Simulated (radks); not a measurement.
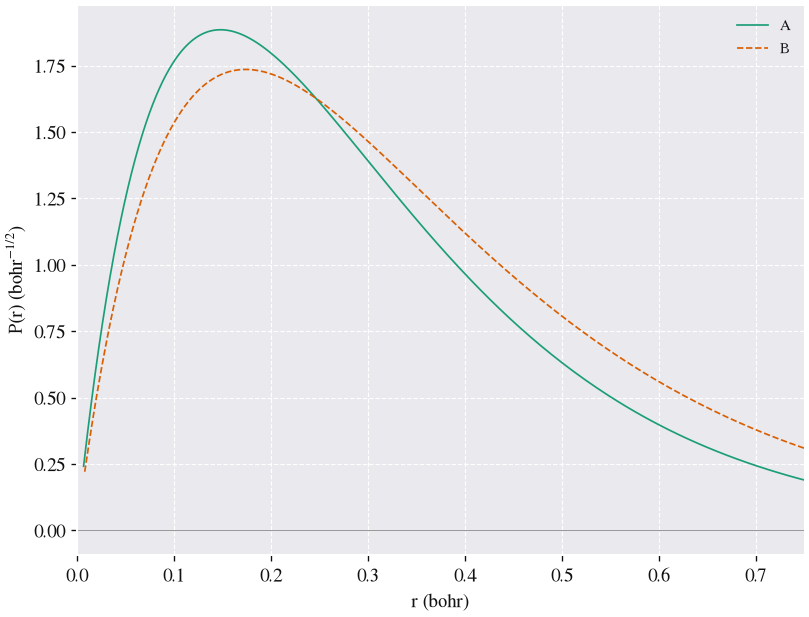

Two nuclei with the same 2 electrons, 1s2, were computed: C⁴⁺; N⁵⁺. Level of theory: scalar-relativistic Kohn-Sham, LB94 model potential, spin-unpolarised, spherical densities, finite nucleus. Computed with the in-house radial solver radks.

The plot shows P(r) = r R(r) of the 1s orbital in both runs (large components where relativistic).

Assign A and B.

A is N⁵⁺ (⟨r⟩ = 0.227 bohr, eigenvalue −539.9 eV); B is C⁴⁺ (⟨r⟩ = 0.268 bohr, eigenvalue −382.1 eV). The larger nuclear charge pulls the orbital in.
